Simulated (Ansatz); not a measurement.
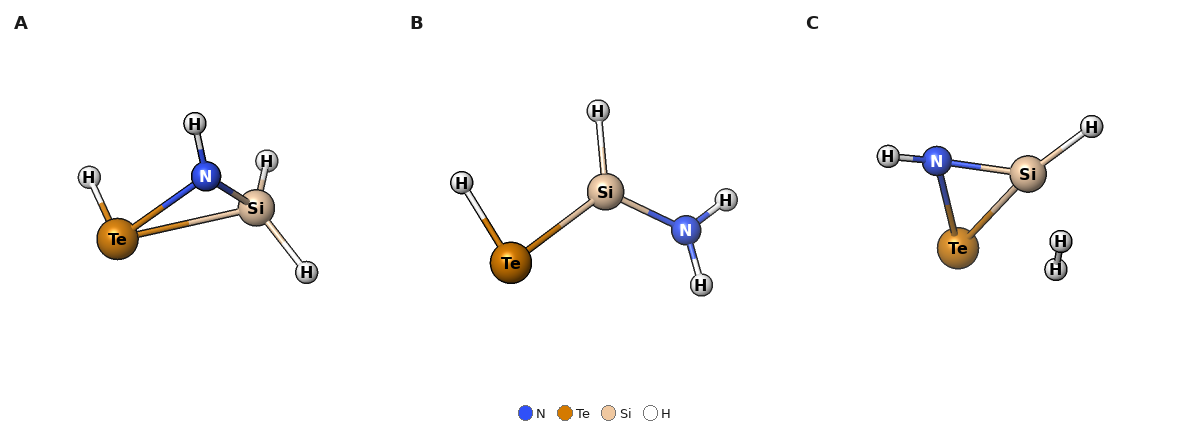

3 stationary structures of one formula. Charge +1, singlet. Geometries: PBE-D4/def2-SVP. Electronic energies: PBE-D4/def2-SVP (Ansatz 0.2.0), without zero-point energy. No frequency run is at hand to confirm each as a minimum. Each is one conformer, not always the lowest.

### Which structure is the most stable?

B is lowest (Cs); A lies 1.728 eV above it (C1), C lies 3.193 eV above it (C1).
